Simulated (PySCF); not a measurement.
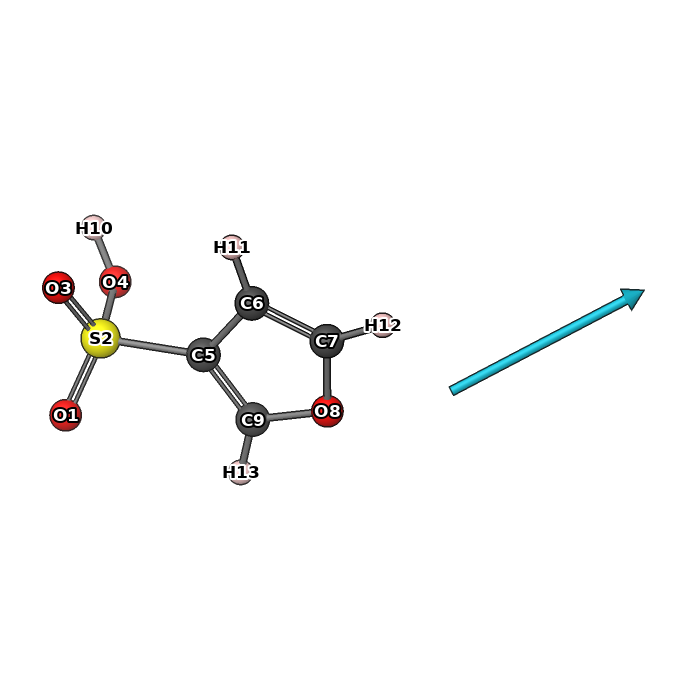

The arrow beside the molecule shows the direction of the dipole moment, from the negative to the positive end (its length means nothing). Computed geometry: GFN2-xTB optimisation. No frequency run is at hand to confirm it as a minimum. Properties computed with CAM-B3LYP/def2-SVPD, gas phase (PySCF 2.14.0).

> How large is the dipole moment?

4.07 D; it points from the side of O1 to the side of H12 (the outermost atoms at the two ends).
